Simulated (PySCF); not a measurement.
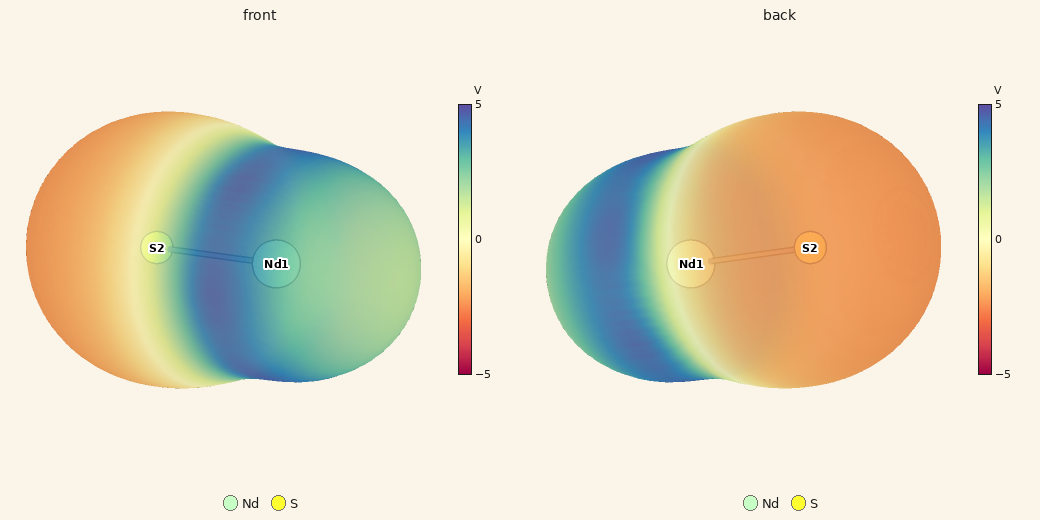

Figure. NdS (quintet). The molecular electrostatic potential painted on the density surface at 0.002 e/bohr³, seen from the front and from behind; the colour scale runs from red (negative) to blue (positive).

Method: PySCF, PBE0/x2c-SVPall, spin-free X2C-1e, Gaussian nucleus, at a bond length of 2.397 Å.

Where is the surface potential most negative and most positive?

The most negative region (about −2.3 V) lies over S2, the most positive (about +4.6 V) over Nd1.
